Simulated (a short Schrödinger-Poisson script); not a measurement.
Structure: MOS inversion layer, Si3N4 on p-type Si(100), at 400 K.

```tsv
layer	material	thickness (nm)	Na (cm⁻³)
1	Si3N4	6.5	-
2	Si	1500	7.8e16
```

Constants are typed, rounded textbook-type inputs, not results; the design itself was drawn at random and stands for no fabricated device. Si3N4: permittivity 7.5, conduction-band edge (eV) 1.95, gap (eV) 5.1, electron mass (mₑ) 0.5. Si: permittivity 11.7, conduction-band edge (eV) 0, gap (eV) 1.124, Nv at 300 K (cm⁻³) 3.1e19.

Channel valleys (confinement mass, in-plane density-of-states mass, number): Δ2 0.916, 0.19, 2; Δ4 0.19, 0.417, 4. At the gate the conduction-band edge of layer 1 lies 1.99 eV − eVg above the Fermi level of the channel; the field vanishes at the back. Gaps are held at their typed values at every temperature. Mesh 0.03 nm at interfaces.

From a short Schrödinger-Poisson script (our own, NumPy): 1D Poisson equation in equilibrium, electrons quantum, Hartree (BenDaniel-Duke, 12 states a valley, the channel's in-plane mass for all, wave functions ending at the dielectric), parabolic valleys, classical holes, full ionisation, no traps, pinning or gate leakage.

Only gate voltages with over 1e8 electrons/cm² are shown.

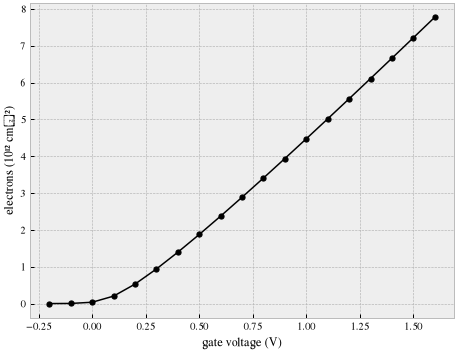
Fig. 1. Sheet density against gate voltage

```
Vg (V)  electrons (cm⁻²)  C (μF/cm²)  Δ2 E0 (meV)  Δ2 E1 (meV)  Δ4 E0 (meV)  Δ4 E1 (meV)
------  ----------------  ----------  -----------  -----------  -----------  -----------
-0.2              2.87e8       0.102        393.1        422.5        420.2        468.7
0                3.63e10       0.199        221.8        254.8        252.2        306.6
0.2              5.29e11       0.624        122.6        162.8        160.0        221.1
0.4              1.39e12       0.759         81.7        130.9        127.8        195.3
0.6              2.37e12       0.813         57.0        114.4        111.0        183.6
0.8              3.41e12       0.844         39.1        103.9        100.3        176.8
1                4.47e12       0.863         24.8         96.2         92.5        172.4
1.2              5.56e12       0.877         12.8         90.3         86.5        169.3
1.4              6.66e12       0.887          2.4         85.5         81.6        166.9
1.6              7.77e12       0.895         -7.0         81.5         77.5        165.0
```

Subbands count from the Fermi level.
